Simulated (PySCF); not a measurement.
```yaml
atoms:
  - { symbol: C, position_ang: [-0.8746, 1.5333, 1.0276] }
  - { symbol: C, position_ang: [-0.0186, 0.4498, 0.4376] }
  - { symbol: Si, position_ang: [-1.2010, -0.7336, -0.8786] }
  - { symbol: C, position_ang: [0.7271, -0.5153, 1.1649] }
  - { symbol: C, position_ang: [1.7241, -1.0426, 0.3363] }
  - { symbol: C, position_ang: [1.6318, -0.4511, -0.9304] }
  - { symbol: C, position_ang: [0.5623, 0.4728, -0.9100] }
  - { symbol: H, position_ang: [-1.4898, 1.1480, 1.8538] }
  - { symbol: H, position_ang: [-0.2406, 2.3435, 1.4225] }
  - { symbol: H, position_ang: [-1.5545, 1.9784, 0.2847] }
  - { symbol: H, position_ang: [-1.6477, -0.3943, -2.2733] }
  - { symbol: H, position_ang: [-2.4688, -0.5746, -0.0833] }
  - { symbol: H, position_ang: [-0.6851, -2.1216, -0.8028] }
  - { symbol: H, position_ang: [0.5221, -0.8045, 2.1962] }
  - { symbol: H, position_ang: [2.4144, -1.8413, 0.6103] }
  - { symbol: H, position_ang: [2.2325, -0.6982, -1.8054] }
  - { symbol: H, position_ang: [0.3663, 1.2513, -1.6501] }
```

Geometry: PBE0-D3(BJ)/def2-SVP.

The calculation used PBE0/pcSseg-1, SCF density, gas phase, non-relativistic in PySCF.

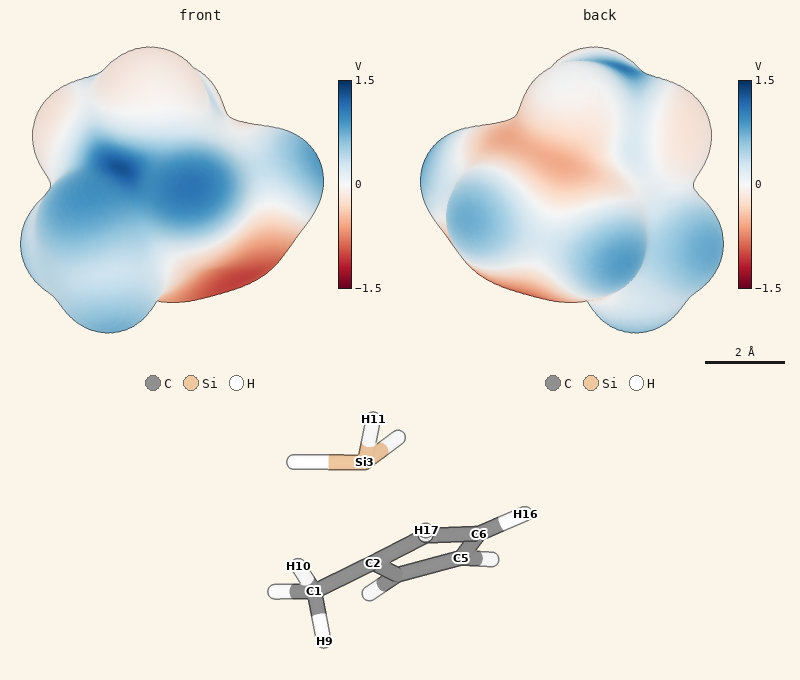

C6H10Si. The molecular electrostatic potential painted on the density surface at 0.002 e/bohr³, seen from the front and from behind; red is negative and blue positive. The bare structure is drawn below in the same view.

> Where is the surface potential most negative and most positive?

The most negative region (about −1.0 V, or −23 kcal/mol for a unit charge) lies over the π face of C4, C5 and C6, the most positive (about +1.2 V, or +28 kcal/mol for a unit charge) over Si3.

> How polar is the molecule by this calculation?

Its dipole moment is 0.74 D.
